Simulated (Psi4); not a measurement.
## Energy and gradient calculation, with input and output: C₄F₆ (charge +1) (part 1 of 2)

- system: C₄F₆, charge +1, multiplicity 2
- method: PBE/def2-SVP, UKS (Psi4 1.11)

The geometry is that of the parent species in another charge or spin state. The geometry comes from this level: PBE0-D4/def2-TZVP.

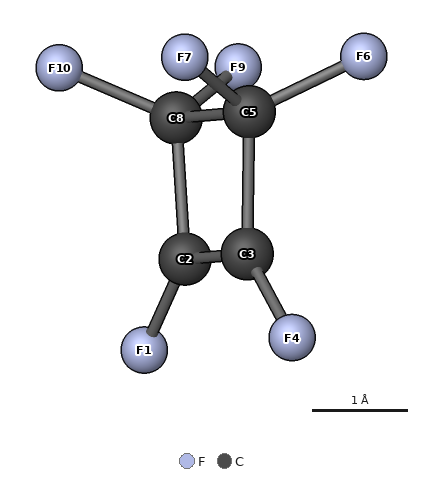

The input geometry (ball-and-stick view, seen at a tilt; atoms are numbered from 1 in the order of the input).

The input (job.in):
```
memory 2200 MB

molecule system {
  1 2
  F     -0.072120    -2.316230     0.763630
  C     -0.087540    -1.109800     0.277030
  C     -0.606330    -0.538520    -0.811440
  F     -1.305940    -0.957560    -1.825060
  C     -0.097240     0.828870    -0.479530
  F     -1.021680     1.768480    -0.236800
  F      0.801770     1.353470    -1.323900
  C      0.512470     0.157580     0.799350
  F      0.026610     0.614420     1.961950
  F      1.849980     0.199290     0.874760
  units angstrom
  symmetry c1
  no_reorient
  no_com
}

set basis def2-SVP
set reference uks
set puream true
set e_convergence 1e-09
set d_convergence 1e-08
set scf_type pk
set dft_radial_points 99
set dft_spherical_points 590
set maxiter 100

E, wfn = gradient("pbe", return_wfn=True)
oeprop(wfn, "MAYER_INDICES", "MULLIKEN_CHARGES", "DIPOLE")
print_variables()
```

Machine: 1 thread of Intel Xeon (Granite Rapids), 64 GiB of memory available, shared host.

Command:
```bash
psi4 -i job.in -o job.out -n 1
```

Log:
```
Psi4 1.11 release

gradient() will perform analytic gradient computation.

   => Loading Basis Set <=

    Name: DEF2-SVP
    Role: ORBITAL
    Keyword: BASIS

         ---------------------------------------------------------
                                   SCF
                              UKS Reference
                        1 Threads,   2098 MiB Core
         ---------------------------------------------------------

  ==> Geometry <==

    Molecular point group: c1
    Full point group: C1

    Geometry (in Angstrom), charge = 1, multiplicity = 2:

       Center              X                  Y                   Z               Mass
    ------------   -----------------  -----------------  -----------------  -----------------
         F           -0.072120000000    -2.316230000000     0.763630000000    18.998403162730
         C           -0.087540000000    -1.109800000000     0.277030000000    12.000000000000
         C           -0.606330000000    -0.538520000000    -0.811440000000    12.000000000000
         F           -1.305940000000    -0.957560000000    -1.825060000000    18.998403162730
         C           -0.097240000000     0.828870000000    -0.479530000000    12.000000000000
         F           -1.021680000000     1.768480000000    -0.236800000000    18.998403162730
         F            0.801770000000     1.353470000000    -1.323900000000    18.998403162730
         C            0.512470000000     0.157580000000     0.799350000000    12.000000000000
         F            0.026610000000     0.614420000000     1.961950000000    18.998403162730
         F            1.849980000000     0.199290000000     0.874760000000    18.998403162730

  Running in c1 symmetry.

  Rotational constants: A =      0.04927  B =      0.04844  C =      0.03290 [cm^-1]
  Rotational constants: A =   1476.96986  B =   1452.23229  C =    986.32165 [MHz]
  Nuclear repulsion =  597.085670725321961

  Charge       = 1
  Multiplicity = 2
  Electrons    = 77
  Nalpha       = 39
  Nbeta        = 38

  ==> Algorithm <==

  SCF Algorithm Type is PK.
  DIIS enabled.
  MOM disabled.
  Fractional occupation disabled.
  Guess Type is SAD.
  Energy threshold   = 1.00e-09
  Density threshold  = 1.00e-08
  Integral threshold = 1.00e-12

  ==> Primary Basis <==

  Basis Set: DEF2-SVP
    Blend: DEF2-SVP
    Number of shells: 60
    Number of basis functions: 140
    Number of Cartesian functions: 150
    Spherical Harmonics?: true
    Max angular momentum: 2

  ==> DFT Potential <==

   => LibXC <=

    Version 7.1.2

   => Composite Functional: PBE <=

    PBE GGA Exchange-Correlation Functional

    Deriv               =              1
    GGA                 =           TRUE
    Meta                =          FALSE

    Exchange Hybrid     =          FALSE
    MP2 Hybrid          =          FALSE

   => Exchange Functionals <=

    1.0000     XC_GGA_X_PBE

   => Correlation Functionals <=

    1.0000     XC_GGA_C_PBE

   => LibXC Density Thresholds  <==

    XC_GGA_C_PBE:  1.00E-12
    XC_GGA_X_PBE:  1.00E-15

   => Molecular Quadrature <=

    Radial Scheme          =       TREUTLER
    Pruning Scheme         =           NONE
    Nuclear Scheme         =       TREUTLER

    Blocking Scheme        =         OCTREE
    BS radius alpha        =              1
    Pruning alpha          =              1
    Radial Points          =             99
    Spherical Points       =            590
    Total Points           =         544393
    Total Blocks           =           3904
    Max Points             =            256
    Max Functions          =            134
    Weights Tolerance      =       1.00E-15

  ==> Integral Setup <==

  Using in-core PK algorithm.
   Calculation information:
      Number of atoms:                  10
      Number of AO shells:              60
      Number of primitives:            120
      Number of atomic orbitals:       150
      Number of basis functions:       140

      Integral cutoff                 1.00e-12
      Number of threads:                 1

  Performing in-core PK
  Using 97426770 doubles for integral storage.
  We computed 1283874 shell quartets total.
  Whereas there are 1675365 unique shell quartets.

  ==> DiskJK: Disk-Based J/K Matrices <==

    J tasked:                  Yes
    K tasked:                   No
    wK tasked:                  No
    Memory [MiB]:             1416
    Schwarz Cutoff:          1E-12

  Cached 10.0% of DFT collocation blocks in 0.149 [GiB].

  Minimum eigenvalue in the overlap matrix is 1.7769856609E-04.
  Reciprocal condition number of the overlap matrix is 3.1227019492E-05.
    Using symmetric orthogonalization.

  ==> Pre-Iterations <==

  SCF Guess: Superposition of Atomic Densities via on-the-fly atomic UHF (no occupation information).

   -------------------------
    Irrep   Nso     Nmo
   -------------------------
     A        140     140
   -------------------------
    Total     140     140
   -------------------------

  ==> Iterations <==

                        Total Energy        Delta E     RMS |[F,P]|

   @UKS iter SAD:  -750.37918515980766   -7.50379e+02   0.00000e+00
   @UKS iter   1:  -749.58574461789590    7.93441e-01   3.72088e-03 DIIS/ADIIS
   @UKS iter   2:  -749.36763346606574    2.18111e-01   6.42046e-03 DIIS/ADIIS
   @UKS iter   3:  -749.66127003596807   -2.93637e-01   2.09221e-03 DIIS/ADIIS
   @UKS iter   4:  -749.64958661846140    1.16834e-02   2.07188e-03 DIIS/ADIIS
   @UKS iter   5:  -749.69597265714992   -4.63860e-02   8.20944e-04 DIIS/ADIIS
   @UKS iter   6:  -749.67593090061541    2.00418e-02   1.37905e-03 DIIS/ADIIS
   @UKS iter   7:  -749.69368999997130   -1.77591e-02   9.20033e-04 DIIS/ADIIS
   @UKS iter   8:  -749.69448435169261   -7.94352e-04   8.86686e-04 DIIS/ADIIS
   @UKS iter   9:  -749.69595853387659   -1.47418e-03   8.03873e-04 DIIS/ADIIS
[... 36 lines of further cycles ...]
   @UKS iter  46:  -749.70572756505101   -1.34181e-06   1.09834e-06 DIIS
   @UKS iter  47:  -749.70572757224977   -7.19876e-09   8.26164e-07 DIIS
   @UKS iter  48:  -749.70572757505442   -2.80465e-09   4.47814e-07 DIIS
   @UKS iter  49:  -749.70572757425282    8.01606e-10   4.84109e-07 DIIS
   @UKS iter  50:  -749.70572757649825   -2.24543e-09   2.79695e-07 DIIS
   @UKS iter  51:  -749.70572757744765   -9.49399e-10   1.26837e-07 DIIS
   @UKS iter  52:  -749.70572757765456   -2.06910e-10   3.96044e-08 DIIS
   @UKS iter  53:  -749.70572757764023    1.43245e-11   4.94388e-08 DIIS
   @UKS iter  54:  -749.70572757767275   -3.25144e-11   1.33870e-08 DIIS
   @UKS iter  55:  -749.70572757767422   -1.47793e-12   7.93122e-09 DIIS
  Energy and wave function converged.

  ==> Post-Iterations <==

   Electrons on quadrature grid:
      Nalpha   =   39.0000000687 ; deviation = 6.872e-08
      Nbeta    =   38.0000000290 ; deviation = 2.901e-08
      Ntotal   =   77.0000000977 ; deviation = 9.774e-08

   @Spin Contamination Metric:   1.332003834E-03
   @S^2 Expected:                7.500000000E-01
   @S^2 Observed:                7.513320038E-01
   @S   Expected:                5.000000000E-01
   @S   Observed:                5.000000000E-01

    Orbital Energies [Eh]
    ---------------------

    Alpha Occupied:

       1A    -24.595273     2A    -24.595063     3A    -24.537091
       4A    -24.536945     5A    -24.531385     6A    -24.531239
       7A    -10.332555     8A    -10.332401     9A    -10.306013
      10A    -10.305518    11A     -1.432260    12A     -1.424290
      13A     -1.410742    14A     -1.393662    15A     -1.342736
      16A     -1.332249    17A     -1.127442    18A     -0.894846
      19A     -0.881110    20A     -0.808083    21A     -0.806315
      22A     -0.792023    23A     -0.775429    24A     -0.751090
      25A     -0.743504    26A     -0.732270    27A     -0.721379
      28A     -0.696071    29A     -0.664097    30A     -0.655341
      31A     -0.637408    32A     -0.618659    33A     -0.604580
      34A     -0.603509    35A     -0.597224    36A     -0.585518
      37A     -0.578898    38A     -0.538693    39A     -0.524935

    Alpha Virtual:

      40A     -0.331986    41A     -0.246936    42A     -0.192383
      43A     -0.135516    44A     -0.121060    45A     -0.115311
      46A     -0.093180    47A     -0.057904    48A      0.000779
      49A      0.040320    50A      0.081168    51A      0.138609
      52A      0.141239    53A      0.162001    54A      0.190659
      55A      0.216329    56A      0.240293    57A      0.246623
      58A      0.256564    59A      0.256987    60A      0.344511
      61A      0.384347    62A      0.408213    63A      0.411519
      64A      0.428747    65A      0.502607    66A      0.615211
      67A      0.734752    68A      0.760782    69A      0.806653
      70A      0.839967    71A      0.850995    72A      0.855508
      73A      0.896740    74A      0.937115    75A      0.967626
      76A      1.027477    77A      1.029008    78A      1.051586
      79A      1.087999    80A      1.088967    81A      1.103038
      82A      1.113218    83A      1.116367    84A      1.146770
      85A      1.203259    86A      1.211276    87A      1.249425
      88A      1.310225    89A      1.325164    90A      1.334002
      91A      1.468006    92A      1.478779    93A      1.520834
      94A      1.524165    95A      1.568005    96A      1.600104
      97A      1.604418    98A      1.685233    99A      1.732976
     100A      1.739639   101A      1.740938   102A      1.798509
     103A      1.822350   104A      1.889816   105A      1.946566
     106A      1.952230   107A      1.967159   108A      2.081477
     109A      2.202404   110A      2.332952   111A      2.663110
     112A      2.671760   113A      2.678583   114A      2.702330
     115A      2.706691   116A      2.711303   117A      2.714068
     118A      2.717328   119A      2.729683   120A      2.748107
     121A      2.751581   122A      2.763666   123A      2.770463
     124A      2.826019   125A      2.880689   126A      2.919114
     127A      2.956523   128A      3.023437   129A      3.025896
     130A      3.039573   131A      3.096264   132A      3.135208
     133A      3.214086   134A      3.347659   135A      3.350046
     136A      3.411053   137A      3.422818   138A      3.486838
     139A      3.563036   140A      3.638981

    Beta Occupied:

       1A    -24.591979     2A    -24.591771     3A    -24.534801
       4A    -24.534656     5A    -24.529596     6A    -24.529451
       7A    -10.331822     8A    -10.331670     9A    -10.302251
      10A    -10.301750    11A     -1.426283    12A     -1.418313
      13A     -1.406968    14A     -1.390063    15A     -1.338745
      16A     -1.328194    17A     -1.117538    18A     -0.887100
      19A     -0.874920    20A     -0.804406    21A     -0.802999
      22A     -0.785600    23A     -0.769241    24A     -0.746714
      25A     -0.739640    26A     -0.728996    27A     -0.708938
      28A     -0.683327    29A     -0.659709    30A     -0.650176
      31A     -0.632272    32A     -0.612307    33A     -0.599379
      34A     -0.596087    35A     -0.592680    36A     -0.579816
      37A     -0.575008    38A     -0.518284

    Beta Virtual:

      39A     -0.516305    40A     -0.309791    41A     -0.241327
      42A     -0.186905    43A     -0.124987    44A     -0.114970
      45A     -0.110805    46A     -0.088548    47A     -0.054585
      48A      0.005204    49A      0.046943    50A      0.086751
      51A      0.140832    52A      0.144313    53A      0.174405
      54A      0.196953    55A      0.222420    56A      0.242539
      57A      0.252881    58A      0.260626    59A      0.265806
      60A      0.346986    61A      0.390094    62A      0.412165
      63A      0.415475    64A      0.433536    65A      0.506194
      66A      0.617056    67A      0.741553    68A      0.764211
      69A      0.811203    70A      0.843765    71A      0.856931
      72A      0.862001    73A      0.898854    74A      0.939308
      75A      0.971270    76A      1.033223    77A      1.033450
      78A      1.060132    79A      1.091636    80A      1.091895
      81A      1.110611    82A      1.117322    83A      1.124862
      84A      1.151659    85A      1.207033    86A      1.215055
      87A      1.255147    88A      1.312657    89A      1.330971
      90A      1.340454    91A      1.478919    92A      1.482649
      93A      1.524686    94A      1.531631    95A      1.573269
      96A      1.606951    97A      1.608373    98A      1.688147
      99A      1.740310   100A      1.745653   101A      1.746314
     102A      1.808419   103A      1.825827   104A      1.901114
     105A      1.952836   106A      1.962384   107A      1.972537
     108A      2.088907   109A      2.206628   110A      2.338377
     111A      2.671984   112A      2.680515   113A      2.687506
     114A      2.711458   115A      2.711519   116A      2.716188
     117A      2.719581   118A      2.723004   119A      2.734700
     120A      2.753265   121A      2.757023   122A      2.767152
     123A      2.776208   124A      2.829108   125A      2.888885
     126A      2.923232   127A      2.962173   128A      3.027498
     129A      3.029401   130A      3.048431   131A      3.103019
     132A      3.137772   133A      3.217114   134A      3.350638
     135A      3.353021   136A      3.413953   137A      3.427270
     138A      3.489782   139A      3.565869   140A      3.643772

    Final Occupation by Irrep:
              A
    DOCC [    38 ]
    SOCC [     1 ]
    NA   [    39 ]
    NB   [    38 ]

  @UKS Final Energy:  -749.70572757767422

   => Energetics <=

    Nuclear Repulsion Energy =            597.0856707253219611
    One-Electron Energy =               -2208.3538194119364562
    Two-Electron Energy =                 944.8175443812190224
    DFT Exchange-Correlation Energy =     -83.2551232722787802
    Empirical Dispersion Energy =           0.0000000000000000
    VV10 Nonlocal Energy =                  0.0000000000000000
    Total Energy =                       -749.7057275776742244

  UHF NO Occupations:
  HONO-2 :   37  A 1.9998360
  HONO-1 :   38  A 1.9996822
  HONO-0 :   39  A 1.0000000
  LUNO+0 :   40  A 0.0003178
  LUNO+1 :   41  A 0.0001640
  LUNO+2 :   42  A 0.0000519
  LUNO+3 :   43  A 0.0000261

Computation Completed

Properties will be evaluated at   0.000000,   0.000000,   0.000000 [a0]

Properties computed using the SCF density matrix

 Multipole Moments:

 ------------------------------------------------------------------------------------
     Multipole            Electronic (a.u.)      Nuclear  (a.u.)        Total (a.u.)
 ------------------------------------------------------------------------------------

 L = 1.  Multiply by 2.5417464519 to convert [e a0] to [Debye]
 Dipole X            :         -1.9906271            1.5793197           -0.4113074
 Dipole Y            :         -4.6136791            3.7522591           -0.8614200
 Dipole Z            :         -1.4724625            1.2163789           -0.2560836
 Magnitude           :                                                    0.9883304

 ------------------------------------------------------------------------------------

	total time  =        132 seconds =       2.20 minutes
```
